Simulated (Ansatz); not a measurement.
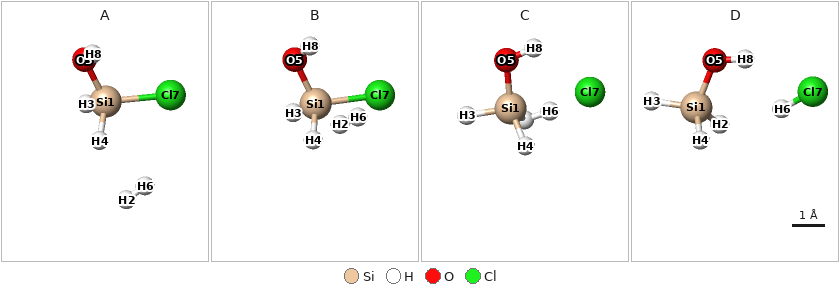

4 geometries from a converged minimum-energy path of SiH₅OCl, shuffled. The picture is a ball-and-stick view, seen at a tilt.

Computed with Ansatz 0.2.0, RKS PBE-D4/def2-mTZVP. Run with 5 movable images; climbing image; force threshold 0.05 eV/Å; iteration limit 60; starting path through a guess of the saddle point.

### Which of them lies highest in energy?

C. In order along the path, whose images run from 0 to 6: D (image 0, 0.0 kJ/mol), C (image 2, +109.5 kJ/mol), B (image 4, −83.2 kJ/mol), A (image 6, −86.7 kJ/mol). Breaking: H6–Cl7 (1.31 → 1.80 at the top → 3.33 Å), Si1–H2 (1.51 → 1.77 at the top → 3.67 Å). Forming: H2–H6 (2.02 → 0.89 at the top → 0.75 Å), Si1–Cl7 (3.77 → 2.59 at the top → 2.09 Å).

The run took 88 s on 2 threads of Intel(R) Xeon(R) Platinum 8488C (Sapphire Rapids), with other jobs on the host, peak memory 0.15 GiB.
